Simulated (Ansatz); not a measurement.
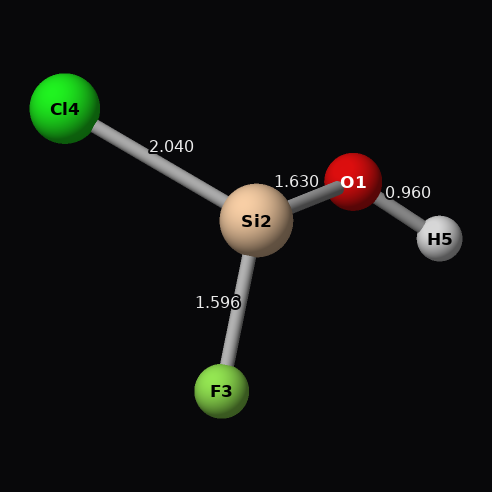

The numbers beside the sticks are distances in Å. Sticks don't show bond order. State: neutral, doublet. Computed geometry: PBE0-D4/def2-TZVP optimisation. No frequency run is at hand to confirm it as a minimum.

Assign a bond order to each marked bond.

Answer. O1–Si2 single; O1–H5 single; Si2–F3 single; Si2–Cl4 single. This is one Lewis structure.

Give the structure as SMILES.

Answer. O[Si](F)Cl
